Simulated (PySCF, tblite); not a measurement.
# C₇H₁₃NOSi: geometry, infrared bands and NMR shifts

Aim: predict the infrared bands and NMR shifts of C₇H₁₃NOSi (`C[SiH2]c1ccc(N(C)C)o1`).

Programs: tblite 0.8.0 and PySCF 2.14.0, with density-fitted response routines of our own. Each step states its level of theory. These are calculated values for one molecule in the gas phase, unless marked as measured. Atoms are numbered from 0 throughout.

### Step 1. Starting geometry

23 atoms, charge 0, multiplicity 1; geometry from: force field or distance geometry start.

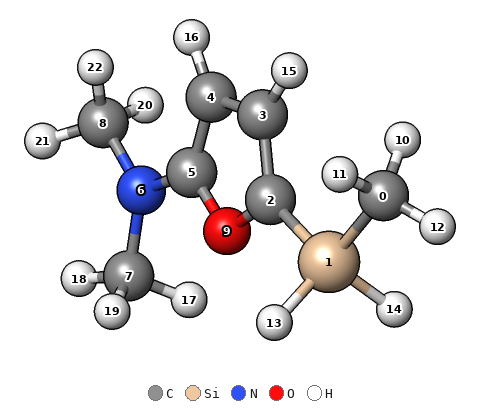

As it starts; carbon grey, silicon light orange, nitrogen blue, oxygen red, hydrogen white, atoms numbered.

### Step 2. Optimising the geometry with GFN2-xTB

What the job is given:

```
{"job": {"kind": "relax", "xc": "GFN2-xTB", "basis": "xTB"}, "charge": 0, "multiplicity": 1}
C      4.215300     0.008000    -0.095200
Si     2.710800    -1.058100     0.218400
C      1.175400    -0.126200    -0.087800
C      1.011300     1.186600    -0.495800
C     -0.361600     1.428400    -0.587200
C     -0.962300     0.234700    -0.250700
N     -2.351200    -0.082200    -0.187300
C     -2.752000    -1.423000     0.216200
C     -3.338400     0.945200    -0.517100
O     -0.032300    -0.650100     0.044500
H      3.934500     0.653100    -0.962600
H      4.386300     0.687900     0.762400
H      5.089300    -0.598700    -0.345700
H      2.664200    -1.624700     1.558600
H      2.838200    -2.205500    -0.706700
H      1.803400     1.903600    -0.674800
H     -0.852400     2.343500    -0.877200
H     -2.417400    -2.117500    -0.587000
H     -3.838000    -1.427000     0.404000
H     -2.171000    -1.693300     1.142400
H     -3.572600     0.852900    -1.596200
H     -4.256000     0.825000     0.088400
H     -2.928200     1.964400    -0.361500
```

The run is started by

```console
OMP_NUM_THREADS=1 python probes_run.py task.json out
```

One launch serves the whole session: the jobs run in the order shown.

Output:

```text
step      E/eV     max force
  0    -824.71047    2.766
  1    -824.97071    0.747
  2    -825.04072    0.573
  3    -825.09368    0.388
  4    -825.11097    0.249
  5    -825.12261    0.173
  6    -825.12803    0.138
  7    -825.13152    0.125
  8    -825.13407    0.117
  9    -825.13708    0.112
 10    -825.14050    0.154
 11    -825.14440    0.190
 12    -825.14841    0.175
 13    -825.15238    0.139
 14    -825.15611    0.138
 15    -825.15966    0.181
 16    -825.16324    0.191
 17    -825.16661    0.132
 18    -825.16939    0.123
 19    -825.17162    0.102
 20    -825.17383    0.125
 21    -825.17651    0.151
 22    -825.17959    0.151
 23    -825.18279    0.171
 24    -825.18609    0.163
 25    -825.18990    0.139
 26    -825.19420    0.150
 27    -825.19828    0.132
 28    -825.20152    0.132
 29    -825.20384    0.102
 30    -825.20545    0.078
 31    -825.20668    0.078
 32    -825.20768    0.088
 33    -825.20880    0.082
 34    -825.21004    0.062
 35    -825.21091    0.055
 36    -825.21142    0.045
 37    -825.21183    0.045
 38    -825.21217    0.040
 39    -825.21257    0.051
 40    -825.21307    0.054
 41    -825.21376    0.075
 42    -825.21472    0.095
 43    -825.21607    0.090
 44    -825.21781    0.113
 45    -825.21973    0.110
 46    -825.22141    0.108
 47    -825.22274    0.091
 48    -825.22383    0.068
 49    -825.22461    0.052
 50    -825.22504    0.064
 51    -825.22539    0.050
 52    -825.22579    0.034
 53    -825.22634    0.041
 54    -825.22655    0.044
 55    -825.22693    0.038
 56    -825.22720    0.033
 57    -825.22749    0.035
 58    -825.22775    0.032
 59    -825.22799    0.028
 60    -825.22818    0.025
 61    -825.22835    0.023
 62    -825.22847    0.021
 63    -825.22857    0.021
 64    -825.22866    0.021
 65    -825.22877    0.019
 66    -825.22887    0.016
 67    -825.22894    0.014
 68    -825.22897    0.011
 69    -825.22901    0.012
 70    -825.22904    0.017
 71    -825.22909    0.022
 72    -825.22914    0.020
 73    -825.22919    0.016
 74    -825.22923    0.015
 75    -825.22927    0.015
 76    -825.22931    0.019
 77    -825.22936    0.017
 78    -825.22940    0.011
 79    -825.22943    0.011
 80    -825.22946    0.014
 81    -825.22949    0.016
 82    -825.22954    0.014
 83    -825.22957    0.010
 84    -825.22960    0.009
```

Run time: 0.86 s. Hardware: 1 thread of Arm Neoverse V1, shared host; peak memory 0.18 GiB.

The steps of the relaxation: (not every step is listed)

```tsv
step	energy from step 0 (eV)	largest force (eV/Å)
0	0.0000	2.7659
1	-0.2602	0.7471
2	-0.3302	0.5729
3	-0.3832	0.3878
4	-0.4005	0.2487
5	-0.4121	0.1729
6	-0.4176	0.1375
7	-0.4211	0.1246
8	-0.4236	0.1174
15	-0.4492	0.1811
22	-0.4691	0.1514
29	-0.4934	0.1023
36	-0.5009	0.0454
43	-0.5056	0.0903
50	-0.5146	0.0643
57	-0.5170	0.0345
64	-0.5182	0.0214
71	-0.5186	0.0215
78	-0.5189	0.0110
79	-0.5190	0.0112
80	-0.5190	0.0145
81	-0.5190	0.0161
82	-0.5191	0.0144
83	-0.5191	0.0103
84	-0.5191	0.0090
```

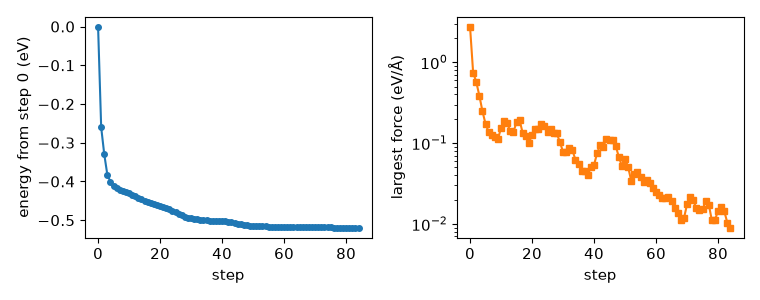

Energy and force, step by step.

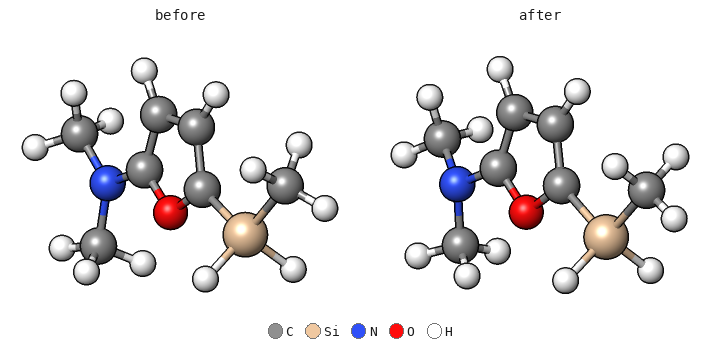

The geometry before (left) and after (right).

Distances of close pairs at the start and the end, largest changes first:

```tsv
bond	before (Å)	after (Å)	change (Å)
C2–O9	1.323	1.375	+0.052
C5–N6	1.426	1.377	-0.049
Si1–C2	1.822	1.865	+0.043
C7–H19	1.126	1.087	-0.039
C0–H10	1.117	1.086	-0.031
C5–O9	1.317	1.343	+0.026
C0–Si1	1.870	1.897	+0.026
C8–H22	1.110	1.087	-0.022
```

The final coordinates are the input of the step that follows.

### Step 3. Infrared spectrum with GFN2-xTB

What the job is given:

```
{"job": {"kind": "ir", "xc": "GFN2-xTB", "basis": "xTB"}, "charge": 0, "multiplicity": 1}
C      4.220359    -0.059525    -0.097158
Si     2.652693    -1.093079     0.169561
C      1.162525    -0.005787    -0.104480
C      0.974342     1.283541    -0.516985
C     -0.415267     1.528435    -0.539536
C     -1.003637     0.356409    -0.131747
N     -2.322227     0.042323     0.111980
C     -2.653434    -1.360433     0.226708
C     -3.320141     0.853204    -0.545968
O     -0.068248    -0.572603     0.126524
H      4.249542     0.370049    -1.093807
H      4.288044     0.757141     0.615144
H      5.107392    -0.673683     0.021749
H      2.628187    -1.632323     1.537685
H      2.637094    -2.222890    -0.774652
H      1.747401     1.979766    -0.773532
H     -0.902154     2.440132    -0.816405
H     -2.713835    -1.855465    -0.751067
H     -3.617363    -1.450344     0.727229
H     -1.893883    -1.857244     0.825556
H     -3.353981     0.682874    -1.629924
H     -4.294676     0.611788    -0.123774
H     -3.113485     1.904696    -0.361272
```

Output:

```text
mode    cm-1     km/mol
  1      26.7      0.25
  2      41.6      0.40
  3      86.1      0.11
  4     103.8      1.85
  5     124.8      1.56
  6     141.8      0.95
  7     145.3      0.62
  8     180.9      2.49
  9     195.3     12.00
 10     266.1      1.30
 11     328.7     14.31
 12     363.9      4.71
 13     450.1     16.42
 14     462.1     67.93
 15     492.8      7.76
 16     554.8      4.41
 17     596.7     19.89
 18     616.1     18.19
 19     637.2     23.85
 20     681.2    206.43
 21     760.6     10.18
 22     762.0    115.03
 23     798.2    189.20
 24     825.6     82.70
 25     836.3      4.03
 26     839.4    256.66
 27     915.0     17.35
 28     932.1     21.04
 29    1019.8     38.94
 30    1043.6     40.28
 31    1054.4     20.19
 32    1084.9      3.44
 33    1124.5     48.23
 34    1153.7     10.53
 35    1169.8     61.65
 36    1208.3      0.82
 37    1252.5     20.40
 38    1326.9      1.33
 39    1369.9     22.15
 40    1373.5     22.93
 41    1407.8      0.71
 42    1416.9      9.00
 43    1474.7      6.23
 44    1478.2      9.44
 45    1482.8     32.41
 46    1486.4     13.65
 47    1492.7      0.01
 48    1495.3      0.11
 49    1519.4    323.55
 50    1596.0    288.65
 51    2175.2    446.75
 52    2200.6    238.91
 53    2893.0     35.42
 54    2898.8    109.39
 55    3005.1     32.74
 56    3016.1     41.61
 57    3036.3     16.41
 58    3042.4     38.14
 59    3044.0     36.94
 60    3044.5      7.86
 61    3049.6     19.02
 62    3169.4     26.37
 63    3185.1     34.35
```

It took 1.2 s on 1 thread of Arm Neoverse V1, shared host; peak memory 0.18 GiB.

The strongest bands and the atoms that carry them (share of the mass-weighted mode):

```tsv
cm⁻¹	km/mol	atoms
681	206.4	H14 39 %, H13 35 %, C0 10 %, H12 10 %
762	115.0	C0 39 %, Si1 31 %
798	189.2	H13 41 %, H14 40 %
839	256.7	H12 35 %, C0 14 %, H11 12 %, H10 11 %
1519	323.6	C2 38 %, C3 29 %, C5 13 %
1596	288.6	C5 50 %, C4 20 %
2175	446.8	H14 77 %, H13 19 %
2201	238.9	H13 78 %, H14 20 %
```

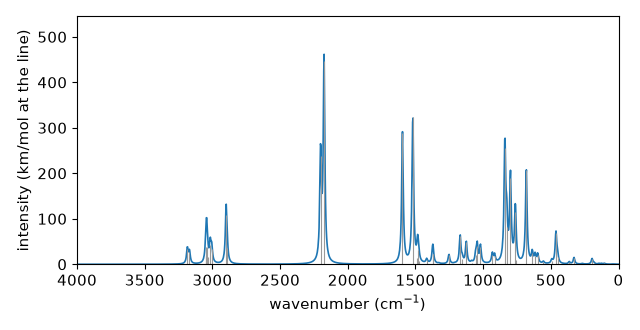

The infrared spectrum from these modes, unscaled. Lines are broadened to a width of 14 cm⁻¹ (Lorentzian).

### Step 4. NMR shieldings: PBE0/pcSseg-1

Settings changed since step 3:

```diff
@@ -1,2 +1,2 @@
-{"job": {"kind": "ir", "xc": "GFN2-xTB", "basis": "xTB"}, "charge": 0, "multiplicity": 1}
+{"job": {"kind": "nmr", "xc": "PBE0", "basis": "pcSseg-1"}, "charge": 0, "multiplicity": 1}
 C      4.220359    -0.059525    -0.097158
```

Method: GIAO PBE0/pcSseg-1 NMR shielding, non-relativistic, gas phase.

Output:

```text
coarse grid: 19440 points
cycle   1  E = -693.2161865777  dE =  1.505e+00  |g| = 5.891e-01  |ddm| = 4.349e+00
cycle   2  E = -693.1775141055  dE =  3.867e-02  |g| = 7.432e-01  |ddm| = 1.050e+00
cycle   3  E = -693.2941206843  dE = -1.166e-01  |g| = 1.167e-01  |ddm| = 5.947e-01
cycle   4  E = -693.2966185733  dE = -2.498e-03  |g| = 5.039e-02  |ddm| = 1.441e-01
cycle   5  E = -693.2971844113  dE = -5.658e-04  |g| = 1.269e-02  |ddm| = 5.366e-02
cycle   6  E = -693.2972184252  dE = -3.401e-05  |g| = 5.488e-03  |ddm| = 1.695e-02
cycle   7  E = -693.2972254784  dE = -7.053e-06  |g| = 1.485e-03  |ddm| = 5.563e-03
final grid: 182424 points
cycle   8  E = -693.3643817619  dE = -4.762e-05  |g| = 1.121e-02  |ddm| = 4.002e-02
cycle   9  E = -693.3643559742  dE =  2.579e-05  |g| = 1.622e-02  |ddm| = 1.959e-02
cycle  10  E = -693.3644075970  dE = -5.162e-05  |g| = 2.468e-03  |ddm| = 1.175e-02
cycle  11  E = -693.3644088919  dE = -1.295e-06  |g| = 3.469e-04  |ddm| = 2.261e-03
cycle  12  E = -693.3644089118  dE = -1.991e-08  |g| = 1.955e-04  |ddm| = 4.481e-04
cycle  13  E = -693.3644089212  dE = -9.473e-09  |g| = 3.157e-05  |ddm| = 2.043e-04
cycle  14  E = -693.3644089215  dE = -2.387e-10  |g| = 9.082e-06  |ddm| = 4.495e-05
converged SCF energy = -693.3644089215

GIAO shielding tensors (ppm)
atom      isotropic    diamagn.    paramagn.     s11        s22        s33       span
  0 C      196.640     252.043     -55.404    193.762    194.891    201.267      7.505
  1 Si     411.059     882.607    -471.548    379.667    400.367    453.141     73.474
  2 C       43.792     256.697    -212.905    -15.270     46.479    100.166    115.436
  3 C       55.064     257.592    -202.528    -46.365     57.152    154.404    200.770
  4 C       98.412     257.111    -158.698     40.817     89.087    165.333    124.516
  5 C       16.399     256.215    -239.816    -47.634     18.162     78.667    126.301
  6 N      194.432     330.897    -136.466    138.024    186.899    258.372    120.348
  7 C      147.835     247.214     -99.380    126.402    133.158    183.944     57.542
  8 C      146.318     244.303     -97.986    122.758    130.705    185.490     62.731
  9 O       48.265     404.335    -356.069    -63.961    -15.987    224.744    288.705
 10 H       31.342      30.560       0.782     26.628     29.359     38.038     11.411
 11 H       31.350      30.583       0.767     26.854     29.033     38.163     11.309
 12 H       31.519      26.010       5.509     26.653     28.096     39.808     13.156
 13 H       26.955      30.283      -3.328     22.995     26.023     31.848      8.854
 14 H       26.945      30.150      -3.206     23.042     25.896     31.896      8.854
 15 H       24.843      34.912     -10.069     22.381     24.364     27.783      5.403
 16 H       26.367      34.941      -8.575     22.197     27.700     29.203      7.005
 17 H       29.140      30.684      -1.544     25.792     26.018     35.610      9.818
 18 H       29.207      29.909      -0.701     24.585     27.283     35.754     11.169
 19 H       27.749      32.011      -4.263     21.802     28.185     33.259     11.457
 20 H       29.129      28.938       0.191     25.568     26.422     35.397      9.829
 21 H       29.129      28.171       0.958     24.391     27.326     35.670     11.279
 22 H       28.578      29.638      -1.060     23.533     27.447     34.754     11.221
```

Wall time 61 s (1 thread of Arm Neoverse V1, shared host); peak memory 1 GiB.

The references, computed at this level on geometries of the same kind, shield at (ppm): ¹H TMS 31.72, ¹³C TMS 186.9, ²⁹Si TMS 349.2, ¹⁵N NH3 267.7, ¹⁷O H2O 336.1. Their shielding less the atom's gives the shift. The references are single molecules in the gas phase, so shifts against H2O, NH3, PH3, H3PO4 or CFCl3 are not on the usual liquid scales and can be off by tens of ppm. Atoms listed in one row are averaged.

```tsv
atoms	environment	σ (ppm)	δ (ppm)	δ scaled to CDCl3
C5	aromatic carbon bearing nitrogen	16.4	170.5	164.5
C2	substituted aromatic carbon next to the ring oxygen	43.8	143.1	137.8
C3	aromatic CH	55.1	131.9	126.8
C4	aromatic CH	98.4	88.5	84.5
C7, C8	methyl carbon bonded to N	147.1	39.8	37.0
C0	methyl carbon bonded to Si	196.6	-9.7	-11.4
H15	hydrogen on an aromatic CH	24.84	6.87	6.59
H16	hydrogen on an aromatic CH	26.37	5.35	5.15
H13, H14	hydrogen on a silicon bonded to 2 C	26.95	4.77	–
H17, H18, H19, H20, H21, H22	hydrogen on a methyl carbon bonded to N	28.82	2.89	2.83
H10, H11, H12	hydrogen on a methyl carbon bonded to Si	31.40	0.31	0.40
Si1	silicon bonded to 2 C, 2 H	411.1	-61.9	–
N6	aniline-type nitrogen	194.4	73.3	–
O9	aromatic ring oxygen	48.3	287.8	–
```

The scaled column applies a straight-line fit of computed shieldings to shifts measured in CDCl3 (root-mean-square error 0.16 ppm for H, 1.9 ppm for C).

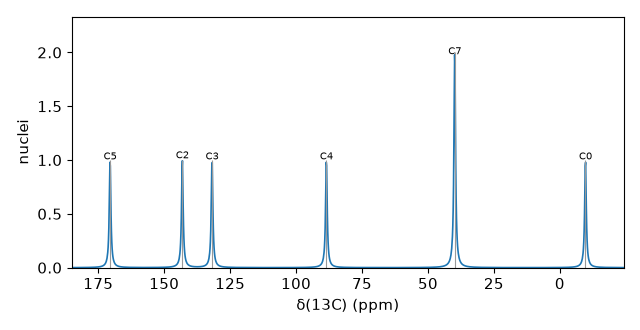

¹³C lines at the computed shifts, without couplings. Lines are broadened to a width of 0.72 ppm (Lorentzian).

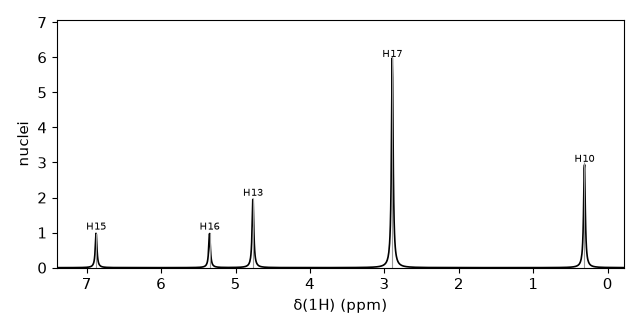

¹H lines at the computed shifts, without couplings. Lines are broadened to a width of 0.03 ppm (Lorentzian).

The run also stored atomic charges by several schemes (e):

```tsv
atoms	Mulliken	IAO	Hirshfeld	ESP fit
C0	-0.64	-0.72	-0.21	-0.61
Si1	0.68	0.78	0.33	0.62
C2	-0.07	-0.17	-0.07	-0.25
C3	-0.13	-0.19	-0.09	-0.04
C4	-0.18	-0.31	-0.13	-0.66
C5	0.53	0.28	0.11	0.60
N6	-0.68	-0.19	-0.07	-0.24
C7, C8	-0.08	-0.31	-0.07	-0.34
O9	-0.44	-0.26	-0.06	-0.17
```

IAO charges:

C0 -0.72; Si1 0.78; C2 -0.17; C3 -0.19; C4 -0.31; C5 0.28; N6 -0.19; C7 -0.31; C8 -0.30; O9 -0.26; H10 0.16; H11 0.16; H12 0.16; H13 -0.13; H14 -0.14; H15 0.16; H16 0.16; H17 0.12; H18 0.15; H19 0.17; H20 0.12; H21 0.15; H22 0.15

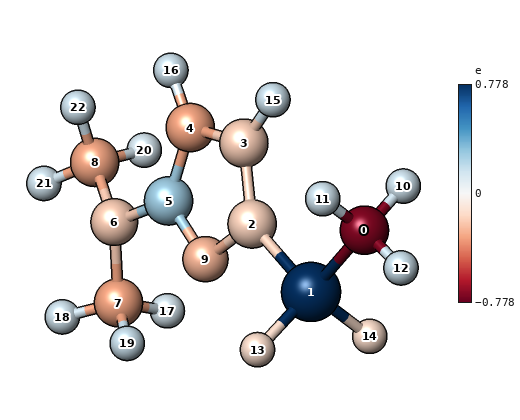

IAO charges, as colours on the atoms.

Mayer bond orders: C0–Si1 0.96, Si1–C2 0.91, C2–C3 1.56, C3–C4 1.27, C4–C5 1.49, C5–N6 1.00, N6–C7 0.97, N6–C8 0.97, C5–O9 1.08, O9–C2 0.95.

Ring of atoms C2, C3, C4, C5, O9: NICS(0) -10.6, NICS(1) -9.0, NICS(1)zz -21.6 ppm (means of both faces).

### Step 5. Summary of results

| quantity | value |
| --- | --- |
| strongest single infrared mode (GFN2-xTB) | 2175 cm⁻¹, 447 km/mol |
| zero-point energy (GFN2-xTB) | 114.3 kcal/mol |
| ¹³C shifts against TMS (PBE0/pcSseg-1, means over atoms taken as alike) | 170.5, 143.1, 131.9, 88.5, 39.8, -9.7 ppm |
| ¹H shifts against TMS (PBE0/pcSseg-1, means over atoms taken as alike) | 6.87, 5.35, 4.77, 2.89, 0.31 ppm |
| ²⁹Si shifts against TMS (PBE0/pcSseg-1) | -61.9 ppm |
| ¹⁵N shifts against NH3 (PBE0/pcSseg-1) | 73.3 ppm |
| ¹⁷O shifts against H2O (PBE0/pcSseg-1) | 287.8 ppm |

**Reading.** Relaxing lowered the energy by 0.519 eV in 84 steps; the close pair that moved most is C2–O9, from 1.323 to 1.375 Å. All 63 modes are real, so the xTB geometry is a minimum. The strongest single mode, at 2175 cm⁻¹, moves mainly H14. GFN2-xTB is a fitted tight-binding method: band positions and strengths are rough. Its intensities can rank the bands wrongly. At PBE0/pcSseg-1: Shielding is most anisotropic at O9 (span 289 ppm, paramagnetic term -356 ppm). NICS(1)zz of -22 ppm above the planar ring from C2 marks a diatropic (aromatic) ring current.
